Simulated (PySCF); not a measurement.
Consider C₆H₁₄NP.

```xyz
22

C     2.9472    1.0158    0.0562
N     1.8413    0.4956    0.8279
P     0.5354   -0.1723    0.3080
C     0.5888   -1.4059   -1.0713
C    -0.4617   -0.9009    1.6697
C    -1.7645   -0.3664    1.0431
C    -1.1412    0.6992    0.1202
C    -1.8146    0.9380   -1.2157
H     2.7470    2.0275   -0.3088
H     3.2185    0.3898   -0.7993
H     3.8063    1.0647    0.7280
H     1.3893   -2.1101   -0.8458
H    -0.3536   -1.9361   -1.1689
H     0.8185   -0.8893   -2.0027
H    -0.2045   -0.3946    2.5991
H    -0.4111   -1.9769    1.8239
H    -2.4785    0.0284    1.7651
H    -2.2629   -1.1386    0.4566
H    -1.0481    1.6452    0.6660
H    -2.8104    1.3539   -1.0635
H    -1.2369    1.6413   -1.8127
H    -1.9148    0.0110   -1.7761
```

Geometry: GFN2-xTB.

Computed with PySCF 2.14.0, PBE0/pcSseg-1, SCF density, gas phase, non-relativistic.

What will maps of the electron density and electron localisation function show?

C–N (1.45 Å): ρ is about 1.9 e/Å³ halfway; the ELF peaks at about 0.90 between the atoms, as expected for localised, covalent bonding.
C–C (1.54 Å): ρ is about 1.6 e/Å³ halfway; the ELF peaks at about 0.95 between the atoms (a shared electron pair).

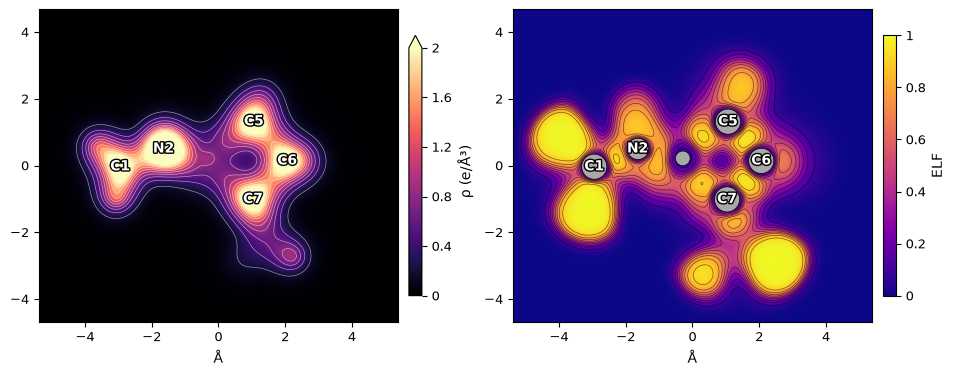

Computed electron density and electron localisation function on the plane of atoms C5, C6 and C7, in this order. Grey discs cover the atomic cores in the ELF map. 
